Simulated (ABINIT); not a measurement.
# CsCu2I3 (Cmcm): G0W0 with ABINIT, start to end, part 3 of 3

Wanted: ground state, empty states, screening and self-energy for CsCu2I3 (Cmcm).

ABINIT 10.8.3; LDA and many-body steps on it, plane waves. Known limits of the many-body steps: not at the basis limit; d shell near the gap, gap tends to lie low; no spin-orbit coupling; coarse k mesh.

So far. Step 3 (Bands along the symmetry lines): The gap is 1.751 eV, as in the run before at this level. Step 4 (Empty states on the mesh, 1×1×2 mesh, 382 bands): On this mesh the gap is 1.751 eV.

In doubt: a PseudoDojo file used here is known to give poor structures and forces, which bears on pressures, cells, forces and phonons.

**5. Screening, 1×1×2 mesh, 348 bands, screening to 106.1 eV**

The RPA dielectric matrix is built and inverted for each q.

This step: RPA screening on LDA, plane waves, norm-conserving pseudopotentials.

run.abi

```
acell 3*1.0 Angstrom
rprim 
  5.273950000000 -6.586250000000 0.000000000000
  5.273950000000 6.586250000000 0.000000000000
  0.000000000000 0.000000000000 6.097180000000
ntypat 3
znucl 55 29 53
natom 12
typat 1 1 2 2 2 2 3 3 3 3 3 3
xred 
  0.327800000000 0.672200000000 0.250000000000
  0.672200000000 0.327800000000 0.750000000000
  0.851000000000 0.851000000000 0.000000000000
  0.149000000000 0.149000000000 0.500000000000
  0.149000000000 0.149000000000 0.000000000000
  0.851000000000 0.851000000000 0.500000000000
  0.879600000000 0.120400000000 0.250000000000
  0.120400000000 0.879600000000 0.750000000000
  0.836000000000 0.598000000000 0.250000000000
  0.164000000000 0.402000000000 0.750000000000
  0.598000000000 0.836000000000 0.750000000000
  0.402000000000 0.164000000000 0.250000000000
pp_dirpath "pseudos"
pseudos "Cs.upf, Cu.upf, I.upf"
ecut 38
ngkpt 1 1 2
nshiftk 1
shiftk 0 0 0
kptopt 1
chksymbreak 0
istwfk *1
occopt 1
irdwfk 1
optdriver 3
nband 348
ecuteps 3.9
inclvkb 2
awtr 1
symchi 1
indata_prefix "in"
outdata_prefix "out"
tmpdata_prefix "tmp"
```

Started as:

```console
$ OMP_NUM_THREADS=1 mpirun -n 32 abinit run.abi > log
```

Numbers of over 12 decimals in the logs are rounded to 6 here.

Output:

```text
.Version 10.8.3 of ABINIT. v10.8.2 released Aug 2026.

 Symmetries : space group Cm c m (# 63); Bravais oC (1-face-center ortho.)
[... echo of the input left out ...]
== DATASET  1 ==================================================================
-   mpi_nproc: 32, omp_nthreads: 1 (-1 if OMP is not activated)

--- !DatasetInfo
iteration_state: {dtset: 1, }
dimensions: {natom: 12, nkpt: 2, mband: 348, nsppol: 1, nspinor: 1, nspden: 1, mpw: 32052, }
cutoff_energies: {ecut:  38.0, pawecutdg:  -1.0, }
electrons: {nelect:   1.36000000E+02, charge:   0.00000000E+00, occopt:   1.00000000E+00, tsmear:   1.00000000E-02, }

 SCREENING: Calculation of the susceptibility and dielectric matrices

 Based on a program developped by R.W. Godby, V. Olevano, G. Onida, and L. Reining.
 Incorporated in ABINIT by V. Olevano, G.-M. Rignanese, and M. Torrent.
.Using double precision arithmetic ; gwpc =  8

[... cell and pseudopotentials left out ...]
--------------------------------------------------------------------------------

 ==== K-mesh for the wavefunctions ====
 Number of points in the irreducible wedge :     2
[... list of points left out ...]
 Together with  8 symmetry operations and time-reversal symmetry
 yields     2 points in the full Brillouin Zone.

 ==== Q-mesh for the screening function ====
 Number of points in the irreducible wedge :     2
[... list of points left out ...]
 Together with  8 symmetry operations and time-reversal symmetry
 yields     2 points in the full Brillouin Zone.

 setmesh: FFT mesh size selected  =    64x   64x   48
          total number of points  =       196608

 vcoul_init : cutoff-mode = AUXILIARY_FUNCTION
 q-points for optical limit:   1
     1)      0.000010    0.000020    0.000030

- screening: taking advantage of time-reversal symmetry
- Maximum band index for partially occupied states nbvw = 68
- Remaining bands to be divided among processors   nbcw = 280
- Number of bands treated by each node ~8

 Number of electrons calculated from density =  136.0000; Expected =  136.0000
 average of density, n =  0.047578
 r_s =    1.7120
 omega_plasma =   21.0407 [eV]

 calculating chi0 at frequencies [eV] :
  1    0.000000E+00    0.000000E+00
  2    0.000000E+00    2.104070E+01

--------------------------------------------------------------------------------
  q-point number  1        q = ( 0.000000, 0.000000, 0.000000) [r.l.u.]
--------------------------------------------------------------------------------
[... chi0 elements left out ...]
 For q-point:  0.000010 0.000020 0.000030
  dielectric constant =   6.7364
  dielectric constant without local fields =   7.6443

  Average fulfillment of the sum rule on Im[epsilon] for q-point    1 :     49.70  [%]
[... wings left out ...]
  q-point number  2        q = ( 0.000000, 0.000000, 0.500000) [r.l.u.]
--------------------------------------------------------------------------------
[... chi0 elements left out ...]
  Average fulfillment of the sum rule on Im[epsilon] for q-point    2 :     51.72  [%]

== END DATASET(S) ==============================================================
================================================================================

 -outvars: echo values of variables after computation  --------
           etotal      0.0000000000E+00
            nband         348
             nkpt           2
          spgroup          63
 [... the other variables as echoed above ...]

 Calculation completed.
```

The job ended after 4.3 min (32 MPI ranks of AMD EPYC 7R43, shared host; peak memory 45 GiB).

This step gave:

```
ε∞ with local fields, on this mesh, along the program's q direction : 6.736
the same without local fields                                       : 7.644
plasma frequency                                                    : 21.04 eV
plane waves in the screening matrix                                 : 1029
```

Local fields lower ε∞ by 12 %. On a Γ-centred mesh this coarse the value itself is usually too large, while a short band sum pulls it down.

**6. Self-energy, 1×1×2 mesh, 348 bands, screening to 106.1 eV**

The self-energy is evaluated for the states that the input lists, and the levels follow from it, in one-shot runs by the linearised quasiparticle equation.

This step: G0W0 on LDA, plane waves, norm-conserving pseudopotentials.

Changes to run.abi since step 5:

```diff
@@ -33,8 +33,15 @@
 irdwfk 1
-optdriver 3
+optdriver 4
 nband 348
+gwcalctyp 0
+ecutsigx 38
+symsigma 1
+nkptgw 1
+kptgw 
+  0.0000000000 0.0000000000 0.0000000000
+bdgw 
+  67 70
 ecuteps 3.9
-inclvkb 2
-awtr 1
-symchi 1
+irdscr 1
+ppmodel 1
 indata_prefix "in"
```

Output:

```text
.Version 10.8.3 of ABINIT. v10.8.2 released Aug 2026.

 Symmetries : space group Cm c m (# 63); Bravais oC (1-face-center ortho.)
[... echo of the input left out ...]
== DATASET  1 ==================================================================
-   mpi_nproc: 32, omp_nthreads: 1 (-1 if OMP is not activated)

--- !DatasetInfo
iteration_state: {dtset: 1, }
dimensions: {natom: 12, nkpt: 2, mband: 348, nsppol: 1, nspinor: 1, nspden: 1, mpw: 32052, }
cutoff_energies: {ecut:  38.0, pawecutdg:  -1.0, }
electrons: {nelect:   1.36000000E+02, charge:   0.00000000E+00, occopt:   1.00000000E+00, tsmear:   1.00000000E-02, }

 SIGMA: Calculation of the GW corrections

 Based on a program developped by R.W. Godby, V. Olevano, G. Onida, and L. Reining.
 Incorporated in ABINIT by V. Olevano, G.-M. Rignanese, and M. Torrent.
.Using double precision arithmetic ; gwpc =  8

[... cell and pseudopotentials left out ...]
--------------------------------------------------------------------------------

 ==== K-mesh for the wavefunctions ====
 Number of points in the irreducible wedge :     2
[... list of points left out ...]
 Together with  8 symmetry operations and time-reversal symmetry
 yields     2 points in the full Brillouin Zone.

 ==== Q-mesh for screening function ====
 Number of points in the irreducible wedge :     2
[... list of points left out ...]
 Together with  8 symmetry operations and time-reversal symmetry
 yields     2 points in the full Brillouin Zone.

 vcoul_init : cutoff-mode = AUXILIARY_FUNCTION
 q-points for optical limit:   1
     1)      0.000010    0.000020    0.000030
 setmesh: FFT mesh size selected  =    90x   90x   64
          total number of points  =       518400

 Number of electrons calculated from density =  136.0000; Expected =  136.0000
 average of density, n =  0.047578
 r_s =    1.7120
 omega_plasma =   21.0407 [eV]

 === KS Band Gaps ===
  >>>> For spin  1
   Minimum direct gap =   1.7508 [eV], located at k-point      :   0.0000  0.0000  0.0000
   Fundamental gap    =   1.7508 [eV], Top of valence bands at :   0.0000  0.0000  0.0000
                                       Bottom of conduction at :   0.0000  0.0000  0.0000
 SIGMA fundamental parameters:
 PLASMON POLE MODEL  1
 number of plane-waves for SigmaX                31935
 number of plane-waves for SigmaC and W           1029
 number of plane-waves for wavefunctions         31935
 number of bands                                   348
 number of independent spin polarizations            1
 number of spinorial components                      1
 number of k-points in IBZ                           2
 number of q-points in IBZ                           2
 number of symmetry operations                       8
 number of k-points in BZ                            2
 number of q-points in BZ                            2
 number of frequencies for dSigma/dE                 9
 frequency step for dSigma/dE [eV]                0.25
 number of omega for Sigma on real axis              0
 max omega for Sigma on real axis  [eV]           0.00
 zcut for avoiding poles [eV]                     0.10

 EPSILON^-1 parameters (SCR file):
 dimension of the eps^-1 matrix on file           1029
 dimension of the eps^-1 matrix used              1029
 number of plane-waves for wavefunctions         31935
 number of bands                                   348
 number of q-points in IBZ                           2
 number of frequencies                               2
 number of real frequencies                          1
 number of imag frequencies                          1

 matrix elements of self-energy operator (all in [eV])

 Perturbative Calculation

--- !SelfEnergy_ee
iteration_state: {dtset: 1, }
kpoint     : [   0.000,    0.000,    0.000, ]
spin       : 1
KS_gap     :    1.751
QP_gap     :    2.926
Delta_QP_KS:    1.176
data: !SigmaeeData |
     Band     E0 <VxcDFT>   SigX SigC(E0)      Z dSigC/dE  Sig(E)    E-E0       E
       67   2.595 -23.043 -28.640   5.143   0.735  -0.361 -23.377  -0.334   2.261
       68   2.783 -22.700 -28.197   5.043   0.737  -0.357 -23.034  -0.334   2.449
       69   4.534  -8.947  -4.403  -3.506   0.810  -0.234  -8.106   0.841   5.375
       70   5.667 -10.038  -6.131  -3.097   0.805  -0.242  -9.386   0.653   6.320

== END DATASET(S) ==============================================================
================================================================================

 -outvars: echo values of variables after computation  --------
           etotal      0.0000000000E+00
            nband         348
             nkpt           2
          spgroup          63
 [... the other variables as echoed above ...]

 Calculation completed.
```

It took 16 s on 32 MPI ranks; peak memory 13 GiB; 8.4 min of CPU time.

Numbers from this step:

```yaml
g0w0_gap_on_the_points_computed: 2.926 eV
starting_gap_on_the_mesh: 1.751 eV
k_of_the_valence_top: 0, 0, 0
k_of_the_conduction_bottom: 0, 0, 0
z_at_the_valence_top: 0.737
z_at_the_conduction_bottom: 0.81
least_direct_g0w0_gap_on_the_computed_points: 2.926 eV
```

The gap on the mesh goes from 1.75 eV to 2.93 eV, a correction of +1.18 eV.

Limits: finite bands, cutoff and mesh; d shell near the gap, gap tends to lie low; no spin-orbit coupling; coarse k mesh. v1 is the top filled band, c1 the lowest empty one. Levels before and after the correction, in eV, zero at the valence-band top of each column:

```
           conduction bottom  valence top
Kohn-Sham               1.75         0.00
     G0W0               2.93         0.00
```

```
           level  energy (eV)
Kohn-Sham   Γ v2       -0.188
Kohn-Sham   Γ v1        0.000
Kohn-Sham   Γ c1        1.751
Kohn-Sham   Γ c2        2.884
     G0W0   Γ v2       -0.188
     G0W0   Γ v1        0.000
     G0W0   Γ c1        2.926
     G0W0   Γ c2        3.871
```

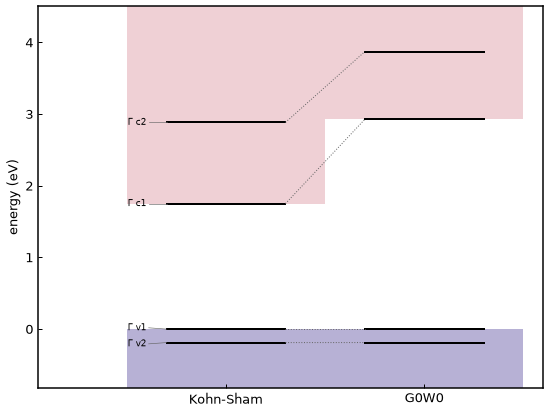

Levels before and after the correction. Shaded: valence and conduction bands.

**7. Where the time went**

Times are wall times on 32 MPI ranks of AMD EPYC 7R43, shared host, good to a factor of about two.

```
                          step     time  share  memory (GiB)
                  ground state   16 min   30 %           7.2
bands along the symmetry lines   11 min   20 %           5.9
      empty states on the mesh   22 min   41 %           4.0
                     screening  4.3 min    8 %            45
                   self-energy     16 s    0 %            13
```

**8. Summary of results**

- LDA gap: 1.75 eV, direct
- G0W0 gap on the mesh: 2.93 eV
- GW settings: 1×1×2 mesh, 348 bands, screening to 106.1 eV, Godby-Needs plasmon pole
- known limits: not at the basis limit; d shell near the gap, gap tends to lie low; no spin-orbit coupling; coarse k mesh

What this shows: G0W0 moves the gap on the mesh from 1.75 eV to 2.93 eV (+1.18 eV), with Z of 0.74 and 0.81 at the edges. Local fields lower the RPA ε∞ on this mesh from 7.64 to 6.74; a Γ-centred mesh this coarse tends to raise both, most where the direct gap is narrow, while a short band sum lowers them. Only 1 of the mesh's irreducible points was corrected, so a valley elsewhere could overtake. Bands and cutoff are finite, so the gap is not at the basis limit. The miss can reach some tenths of an eV and take either sign; the mesh is an error of its own. In the G0W0 run levels were corrected at 1 k point alone, so a gap called «on the mesh» is the least over those, and an edge elsewhere would be missed. The 1×1×2 mesh is coarse for this cell, which bears on the long-range parts of exchange and screening. A d shell, filled or nearly so, lies near the gap. One-shot GW converges very slowly in bands there, not always from below, and on a semilocal start the gap tends to come out low; starts rich in exact exchange can overshoot instead. The many-body steps are scalar-relativistic: spin-orbit coupling is not in them.

[Paths, hosts, dates, memory and timing lines, banners, echoed tables and standing remarks are left out of the program output.]

[Logs are printed without paths, hosts, clocks, repeated set-up lines and the standing remarks that a program may print on its own settings, such as how far it seeks lower states.]

[Runs of the session that timed out or met a known fault of the program may be left out.]

[Hosts, paths, dates, database ids (printed as entryN), source tags and the programs' standing remarks are cut or masked in the printed files.]

[G0W0 gaps are taken among the corrected bands and points alone; a level outside them can change the order at an edge.]

[Where Ansatz stands beside ABINIT at settings called matched, ABINIT's density can come from a denser mesh and the files from another edition; pairs whose starting gaps differed by over 0.03 eV were left out, so agreement reads better than it is.]
